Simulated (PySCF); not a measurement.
# I⁺: excitation energy in aug-cc-pwCVTZ-DK3

Wanted: the excitation energy of iodine, up a ladder of methods.

The numbers are computed with PySCF 2.14.0 (unrestricted determinants in a Gaussian basis, no spin-orbit coupling in the energies), except any that are marked as measured or tabulated.

**1. Starting point**

* Element: iodine (Z = 53)
* Basis: aug-cc-pwCVTZ-DK3 (10s9p7d4f1g, 109 functions)
* Hamiltonian: scalar relativity by spin-free X2C-1e
* State 1: I⁺: [Kr] 4d10 5s2 5p3 6s1, high-spin 5S determinant (an excited configuration)
* Needed too, but not shown: I⁺ [Kr] 4d10 5s2 5p4 (3P)
* Methods: UHF, LDA, PBE, PBE0, r2SCAN, CAM-B3LYP, M06-2X, wB97M-V, MP2
* Core shells frozen in the correlated runs: valence: [Kr] 4d10; valence and next inner shell: [Ar] 3d10 (for I⁺)

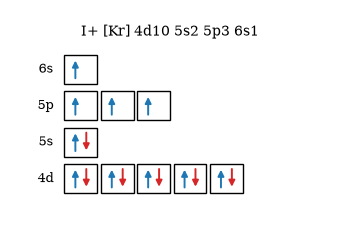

The shells outside the core, filled by Hund's rule for the drawing.

The runs were made by one driver on top of PySCF. The scripts below sum up each run's settings (the driver also hands on starting orbitals that pick excited configurations, and frozen orbitals as a list rather than a count), and the logs come from the driver's own runs. The driver starts from symmetry-adapted Hartree-Fock orbitals, holds the occupation by maximum overlap and uses a logarithmic radial grid for functionals, so a plain start would take other cycles.

The integrals over 109 functions and the set-up took 5.8 s of CPU time.

**2. I⁺ [Kr] 4d10 5s2 5p3 6s1, method by method**

UHF:

File input.py:

```python
from pyscf import gto, scf, dft, mp, cc
import basis_set_exchange as bse
mol = gto.M(atom="I 0 0 0", charge=1, spin=4, symmetry="D2h",
            basis=gto.basis.parse(bse.get_basis("aug-cc-pwCVTZ-DK3", elements=["I"], fmt="nwchem")),
            nucmod="G")
mf = scf.UHF(mol).sfx2c1e()
mf.irrep_nelec = {'Ag': (10, 9), 'B1g': (2, 2), 'B2g': (2, 2), 'B3g': (2, 2), 'B1u': (4, 3), 'B2u': (4, 3), 'B3u': (4, 3)}
mf.kernel()
```

LDA:

Changes to input.py:

```diff
@@ -5,3 +5,3 @@
             nucmod="G")
-mf = scf.UHF(mol).sfx2c1e()
+mf = dft.UKS(mol, xc="LDA,VWN").sfx2c1e()
 mf.irrep_nelec = {'Ag': (10, 9), 'B1g': (2, 2), 'B2g': (2, 2), 'B3g': (2, 2), 'B1u': (4, 3), 'B2u': (4, 3), 'B3u': (4, 3)}
```

PBE:

Changes to input.py:

```diff
@@ -5,3 +5,3 @@
             nucmod="G")
-mf = dft.UKS(mol, xc="LDA,VWN").sfx2c1e()
+mf = dft.UKS(mol, xc="PBE").sfx2c1e()
 mf.irrep_nelec = {'Ag': (10, 9), 'B1g': (2, 2), 'B2g': (2, 2), 'B3g': (2, 2), 'B1u': (4, 3), 'B2u': (4, 3), 'B3u': (4, 3)}
```

PBE0:

Changes to input.py:

```diff
@@ -5,3 +5,3 @@
             nucmod="G")
-mf = dft.UKS(mol, xc="PBE").sfx2c1e()
+mf = dft.UKS(mol, xc="PBE0").sfx2c1e()
 mf.irrep_nelec = {'Ag': (10, 9), 'B1g': (2, 2), 'B2g': (2, 2), 'B3g': (2, 2), 'B1u': (4, 3), 'B2u': (4, 3), 'B3u': (4, 3)}
```

r2SCAN:

Changes to input.py:

```diff
@@ -5,3 +5,3 @@
             nucmod="G")
-mf = dft.UKS(mol, xc="PBE0").sfx2c1e()
+mf = dft.UKS(mol, xc="R2SCAN").sfx2c1e()
 mf.irrep_nelec = {'Ag': (10, 9), 'B1g': (2, 2), 'B2g': (2, 2), 'B3g': (2, 2), 'B1u': (4, 3), 'B2u': (4, 3), 'B3u': (4, 3)}
```

CAM-B3LYP:

Changes to input.py:

```diff
@@ -5,3 +5,3 @@
             nucmod="G")
-mf = dft.UKS(mol, xc="R2SCAN").sfx2c1e()
+mf = dft.UKS(mol, xc="CAMB3LYP").sfx2c1e()
 mf.irrep_nelec = {'Ag': (10, 9), 'B1g': (2, 2), 'B2g': (2, 2), 'B3g': (2, 2), 'B1u': (4, 3), 'B2u': (4, 3), 'B3u': (4, 3)}
```

M06-2X:

Changes to input.py:

```diff
@@ -5,3 +5,3 @@
             nucmod="G")
-mf = dft.UKS(mol, xc="CAMB3LYP").sfx2c1e()
+mf = dft.UKS(mol, xc="M062X").sfx2c1e()
 mf.irrep_nelec = {'Ag': (10, 9), 'B1g': (2, 2), 'B2g': (2, 2), 'B3g': (2, 2), 'B1u': (4, 3), 'B2u': (4, 3), 'B3u': (4, 3)}
```

wB97M-V:

Changes to input.py:

```diff
@@ -5,3 +5,3 @@
             nucmod="G")
-mf = dft.UKS(mol, xc="M062X").sfx2c1e()
+mf = dft.UKS(mol, xc="WB97M_V").sfx2c1e()
 mf.irrep_nelec = {'Ag': (10, 9), 'B1g': (2, 2), 'B2g': (2, 2), 'B3g': (2, 2), 'B1u': (4, 3), 'B2u': (4, 3), 'B3u': (4, 3)}
```

MP2 (valence):

Changes to input.py:

```diff
@@ -5,4 +5,5 @@
             nucmod="G")
-mf = dft.UKS(mol, xc="WB97M_V").sfx2c1e()
+mf = scf.UHF(mol).sfx2c1e()
 mf.irrep_nelec = {'Ag': (10, 9), 'B1g': (2, 2), 'B2g': (2, 2), 'B3g': (2, 2), 'B1u': (4, 3), 'B2u': (4, 3), 'B3u': (4, 3)}
 mf.kernel()
+mp.UMP2(mf, frozen=23).kernel()
```

**3. I⁺ [Kr] 4d10 5s2 5p3 6s1, continued**

MP2 (valence and next inner shell):

input.py: that of step 2 with these lines changed.

```diff
@@ -8,2 +8,2 @@
 mf.kernel()
-mp.UMP2(mf, frozen=23).kernel()
+mp.UMP2(mf, frozen=14).kernel()
```

What does the calculation give?

**Answer**, as computed:

| quantity | value |
| --- | --- |
| excitation energy, I⁺ → [Kr] 4d10 5s2 5p3 6s1 | UHF 9.125, MP2 (valence and next inner shell) 9.409 eV; reference 9.665 |

Accuracy by level (over 1 difference):

```
                                method  mean absolute miss against the measured value (with the measured fine structure taken into account where it is known) (eV)
                                   UHF                                                                                                                       0.540
                                   LDA                                                                                                                       0.023
                                   PBE                                                                                                                       0.141
                                  PBE0                                                                                                                       0.004
                                r2SCAN                                                                                                                       0.240
                             CAM-B3LYP                                                                                                                       0.279
                                M06-2X                                                                                                                       0.111
                               wB97M-V                                                                                                                       0.096
                         MP2 (valence)                                                                                                                       0.292
                     SCS-MP2 (valence)                                                                                                                       0.074
    MP2 (valence and next inner shell)                                                                                                                       0.256
SCS-MP2 (valence and next inner shell)                                                                                                                       0.069
```

What this shows: PBE0 lands nearest to the measured value (off by 0.00 eV), level with LDA; UHF misses by most (0.54 eV). PBE is off by -0.14 eV. All values hold for this basis alone; no basis-set limit was taken.
